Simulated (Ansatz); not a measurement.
# BH2O (SMILES B[O]) at UMP2/STO-3G

Aim: the electronic atomisation energy of BH2O at UMP2/STO-3G, from 4 runs. 

The results are computed with Ansatz 0.2.0.

55 further runs of the same task are left out: 55 set aside as unsound or not needed.

## Step 1: The molecule

BH2O: 4 atoms, total charge 0, spin state doublet. SMILES: `B[O]`. Geometry: relaxed at PBE0-D4/def2-TZVP.

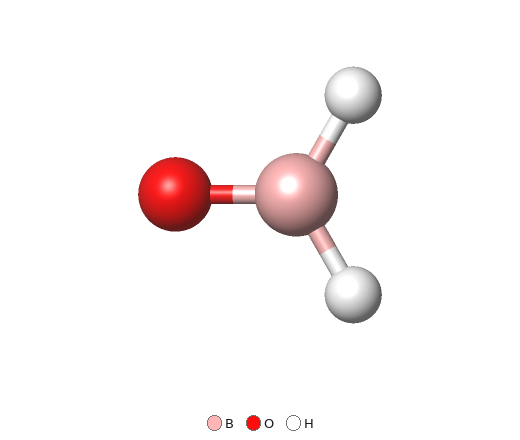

Viewed from a chosen angle; boron pink, oxygen red, hydrogen white.

## Step 2: A single-point energy at UMP2/STO-3G

run.yaml reads:

```yaml
crystal:
  periodic: [false, false, false]
  atoms:
    - {symbol: B, position_ang: [-0.001100, -0.010300, -0.015100]}
    - {symbol: O, position_ang: [1.025300, -0.340800, 0.676900]}
    - {symbol: H, position_ang: [-1.052600, -0.587700, 0.151600]}
    - {symbol: H, position_ang: [0.083900, 0.878500, -0.833600]}
basis:
  gaussian:
    orbitals: STO-3G
magnetization:
  spin_polarized: true
  initial_magnetization: 1
correlation:
  method: mp2
  frozen_orbitals: {B: 1, H: 0, O: 1}
accuracy: high
```

On the command line:

```
$ ansatz run run.yaml --threads 1 --pin off --max-ram 2610MiB --events-out events.jsonl --progress --plain --runs-dir runs
```

Log:

```text
Warning: RAYON_NUM_THREADS=1 ignored (pool sized by the plan → 1); use --threads N
Functional definition: HF
  name "HF"
  exchange = exact_x
  correlation = 0
187 factors; integrals over basis functions are off by at most 2.1e-8 eV
mean field evaluation 1: about -2700.9727 eV, gradient 1.8e1 eV
mean field evaluation 2: about -2700.9938 eV, gradient 1.8e1 eV
mean field evaluation 4: about -2704.1949 eV, gradient 3.3e0 eV
mean field evaluation 8: about -2704.4229 eV, gradient 3.8e-4 eV
mean field evaluation 16: about -2702.2415 eV, gradient 3.0e-1 eV
mean field -2704.42094754 eV, -99.3856366996 hartree, gradient 2.0e-8 eV, S^2 0.768556; 2 other end points of the search recorded, 0 dependent functions left out
2 core orbitals not correlated: weight in the atoms' cores, before any rotation towards them, 1.000 or more for the frozen orbitals, at most 0.000 for the correlated occupied ones
reference -2704.42094754 eV, -99.3856366996 hartree; 6, 5 occupied and 4, 5 virtual orbitals, 187 factors
second order -1.76442147 eV of doubles, -0.00000000 eV of singles
Total energy: -2706.18536901 eV, -99.4504779927 hartree
```

It took 0.06 s on 1 thread of Arm Neoverse V2, shared host.

## Step 3: The B atom at the same level

input.yaml reads:

```yaml
crystal:
  periodic: [false, false, false]
  atoms:
    - {symbol: B, position_ang: [0.000000, 0.000000, 0.000000]}
basis:
  gaussian: {orbitals: STO-3G}
correlation: {method: mp2, frozen_orbitals: {B: 1}}
magnetization: {spin_polarized: true, initial_magnetization: 1}
accuracy: high
```

On the command line:

```
$ ansatz run input.yaml --threads 1 --pin off --max-ram 2610MiB --events-out events.jsonl --progress --plain --runs-dir runs
```

Log:

```text
Warning: RAYON_NUM_THREADS=1 ignored (pool sized by the plan → 1); use --threads N
[... 4 set-up lines as earlier in the session ...]
15 factors; integrals over basis functions are off by at most 8.9e-10 eV
mean field evaluation 1: about -657.1275 eV, gradient 2.3e-14 eV
mean field evaluation 2: about -657.1275 eV, gradient 0.0e0 eV
mean field evaluation 4: about -656.8531 eV, gradient 1.9e0 eV
mean field evaluation 8: about -656.8531 eV, gradient 1.9e0 eV
mean field -657.12745801 eV, -24.1489886649 hartree, gradient 0.0e0 eV, S^2 0.750000; 4 other end points of the search recorded, 0 dependent functions left out
1 core orbitals not correlated: weight in the atoms' cores, before any rotation towards them, 1.000 or more for the frozen orbitals, at most 0.000 for the correlated occupied ones
reference -657.12745801 eV, -24.1489886649 hartree; 2, 1 occupied and 2, 3 virtual orbitals, 15 factors
second order -0.50768279 eV of doubles, 0.00000000 eV of singles
Total energy: -657.63514080 eV, -24.1676456634 hartree
```

It took 0.04 s on 1 thread of Arm Neoverse V2, shared host.

## Step 4: The H atom: a single-point energy at UHF/STO-3G

run.yaml reads:

```yaml
basis:
  gaussian:
    orbitals: STO-3G
crystal:
  periodic: [false, false, false]
  atoms:
    - symbol: H
      position_ang: [0.000000, 0.000000, 0.000000]
total_charge: 0
magnetization:
  spin_polarized: true
  initial_magnetization: 1
hamiltonian:
  xc: hf
accuracy: high
```

On the command line:

```
$ ansatz run run.yaml --threads 1 --pin off --max-ram 2610MiB --events-out events.jsonl --progress --plain --runs-dir runs
```

Log:

```text
Warning: RAYON_NUM_THREADS=1 ignored (pool sized by the plan → 1); use --threads N
[... 4 set-up lines as earlier in the session ...]
1 factors; integrals over basis functions are off by at most 4.6e-10 eV
mean field evaluation 1: about -12.6963 eV, gradient 0.0e0 eV
mean field evaluation 2: about -12.6963 eV, gradient 0.0e0 eV
mean field -12.69633895 eV, -0.4665818504 hartree, gradient 0.0e0 eV, S^2 0.750000; 0 other end points of the search recorded, 0 dependent functions left out
reference -12.69633895 eV, -0.4665818504 hartree; 1, 0 occupied and 0, 1 virtual orbitals, 1 factors
Total energy: -12.69633895 eV, -0.4665818504 hartree
```

Wall time 0.02 s (1 thread of Arm Neoverse V2, shared host).

## Step 5: The O atom, same level

molecule.yaml reads:

```yaml
basis:
  gaussian: {orbitals: STO-3G}
crystal:
  periodic: [false, false, false]
  atoms:
    - {symbol: O, position_ang: [0.000000, 0.000000, 0.000000]}
accuracy: high
magnetization: {spin_polarized: true, initial_magnetization: 2}
correlation: {method: mp2, frozen_orbitals: {O: 1}}
```

Run the same way, it converges to -73.80415 Eh (log not shown).

## Step 6: Outcome

Level: UMP2/STO-3G, 2 core orbitals frozen.

```
                                             quantity         value
                               molecule: total energy  -99.45048 Eh
molecule: correlation energy (2 core orbitals frozen)     -64.8 mEh
          molecule: ⟨S²⟩ of the reference determinant         0.769
                                 B atom: total energy  -24.16765 Eh
   B atom: correlation energy (1 core orbital frozen)     -18.7 mEh
            B atom: ⟨S²⟩ of the reference determinant         0.750
                                 H atom: total energy   -0.46658 Eh
                                         H atom: ⟨S²⟩         0.750
                                 O atom: total energy  -73.80415 Eh
   O atom: correlation energy (1 core orbital frozen)       0.0 mEh
            O atom: ⟨S²⟩ of the reference determinant         2.000
                        electronic atomisation energy     14.844 eV
```

In words: Taking the molecule apart into free atoms costs 14.84 eV (1432 kJ/mol), before zero-point energy and without spin-orbit coupling. In a minimal basis such a difference can be off by several eV, whatever the method.
